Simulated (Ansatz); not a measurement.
# Calculations on SiHF3 and related structures

### Relaxation

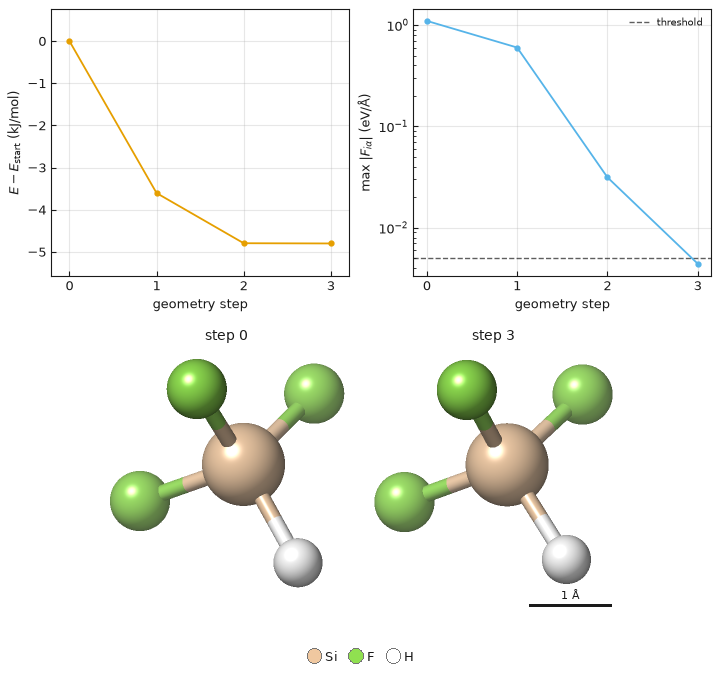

First and last geometry of a relaxation of SiHF3, with the history of the run. The picture is a ball-and-stick view, seen from a free direction.

It is one of the separated products of a reaction.

These are results of RKS PBE0-D4/def2-TZVP (Ansatz), not measurements. (force threshold 0.005 eV/Å; at most 200 steps)

> What do the curves and the structures tell?

It converged. The energy falls by 4.80 kJ/mol in 3 geometry steps. The largest force component goes from 1.1 to 0.0044 eV/Å. The largest move after the best rigid fit is that of the Si atom, 0.050 Å. Largest moves by element: Si 0.050 Å, H 0.046 Å, F 0.039 Å. Among the contacts that change: F–Si 1.583 → 1.573 Å, H–Si 1.456 → 1.462 Å. Among the angles between lasting bonds that change: F–Si–H 114.2° → 110.7°, F–Si–F 105.0° → 108.3°, F–Si–H 107.8° → 110.7°.

| step | E − E(0), kJ/mol | largest force component, eV/Å |
| --- | --- | --- |
| 0 | 0.00 | 1.1006 |
| 1 | -3.60 | 0.6008 |
| 2 | -4.79 | 0.0315 |
| 3 | -4.80 | 0.0044 |

### Relaxation

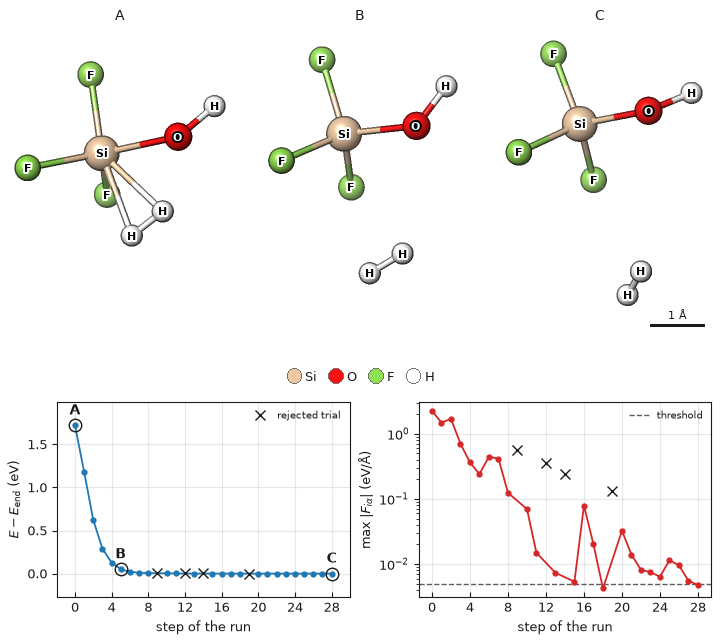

Frames of a relaxation of SiH$_{3}$OF$_{3}$ (started from a transition state, displaced along its imaginary mode), marked on the history of the run. A ball-and-stick model, seen at a tilt.

Theory: RKS PBE0-D4/def2-TZVP (Ansatz 0.2.0).

The input:
```yaml
crystal:
  periodic: [false, false, false]
  atoms:
    - {symbol: Si, position_ang: [0.401535, -0.199755, 0.316169]}
    - {symbol: O, position_ang: [-0.763899, -0.231489, -0.948982]}
    - {symbol: F, position_ang: [1.300122, -1.355877, -0.260098]}
    - {symbol: F, position_ang: [0.060064, -0.770475, 1.771810]}
    - {symbol: F, position_ang: [1.439146, 0.998848, 0.374306]}
    - {symbol: H, position_ang: [-1.047867, 0.844452, -0.045588]}
    - {symbol: H, position_ang: [-0.856945, 1.059326, 0.650475]}
    - {symbol: H, position_ang: [-0.532256, -0.345031, -1.858191]}
basis:
  gaussian: {orbitals: def2-TZVP}
hamiltonian: {xc: pbe0, dispersion: d4}
relax: {f_tol: 0.005, max_steps: 200}
```

Launched with:
```bash
ansatz run in.yaml --threads 4 --pin off --events-out ev --progress --plain --max-ram 9574MiB
```

> Describe the path.

The largest move after the best rigid fit is that of H6, 1.25 Å. Largest moves by element: H 1.25 Å, F 0.62 Å, Si 0.57 Å, O 0.53 Å. Some distances before and after: Si1–H7 1.811 → 3.498 Å, O2–H6 1.433 → 3.098 Å, Si1–H6 1.823 → 3.399 Å, Si1–O2 1.720 → 1.605 Å. Among the angles between lasting bonds that change: O2–Si1–F3 96.0° → 112.3°, O2–Si1–F4 121.2° → 107.7°, F3–Si1–F4 101.1° → 108.7°. After 24 accepted moves (28 points after the start) the energy has fallen by 1.720 eV. Largest force component: 2.3 eV/Å at the start, 0.0048 eV/Å at the end. The line search rejected the trial steps at points 9, 12, 14, 19 of the run. The forces were under the threshold at step 18, but the run went on from there. From step 0 to 5: H6 moves most (0.83 Å), energy −1.669 eV. From step 5 to 28: H7 moves most (0.51 Å), energy −0.051 eV.

### Reaction

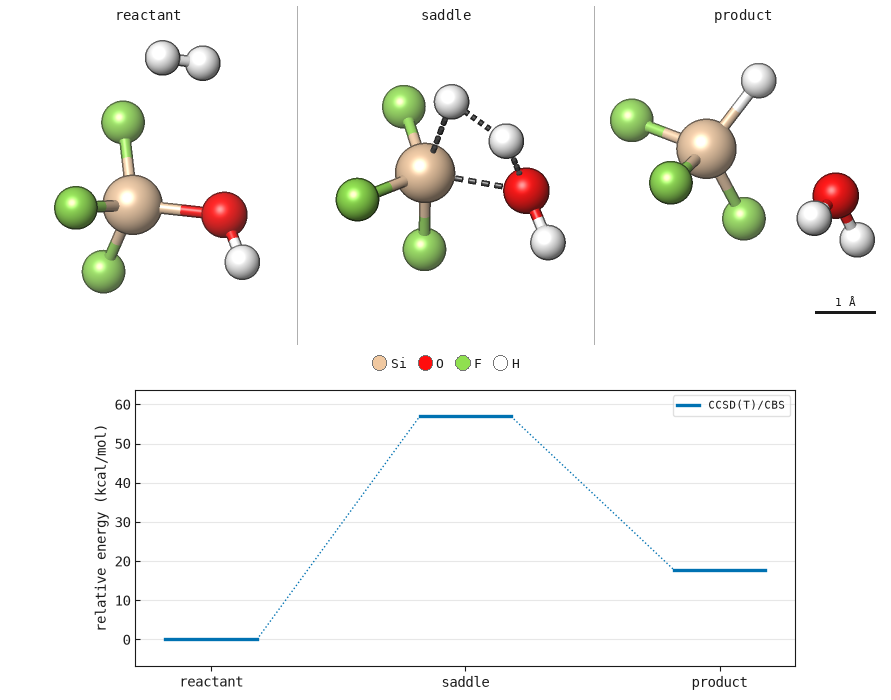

A reaction step of SiH3OF3, with its energy diagram. A ball-and-stick model, seen at a tilt. Dashed sticks mark bonds that form or break.

Stationary points at PBE0-D4/def2-TZVP, single-point energies with CCSD(T)/CBS (def2-TZVPP where no basis is named; Ansatz 0.2.0). The energies are electronic, without zero-point or thermal terms, and both ends are the minima reached downhill from the saddle, with any fragments still in contact. CCSD(T)/CBS stands for a frozen-core estimate: MP2 correlation extrapolated from def2-TZVPP and def2-QZVPP, CCSD(T) minus MP2 from the smaller set.

Q: Describe the step and its energetics.

A: Counted by bonded pieces, the reactant holds H₂ + SiHOF₃ and the product holds H₂O + SiHF₃. From the reactant over the saddle to the product, bonds form: H–Si (3.50 → 1.68 → 1.46 Å), H–O (3.10 → 1.13 → 0.96 Å). Bonds break: O–Si (1.60 → 1.79 → 2.72 Å), H–H (0.75 → 1.14 → 3.24 Å). The saddle has one imaginary mode, 1288i cm⁻¹. With CCSD(T)/CBS the barrier is 56.9 kcal/mol from the reactant and 39.1 kcal/mol from the product, and the product lies 17.8 kcal/mol above the reactant.
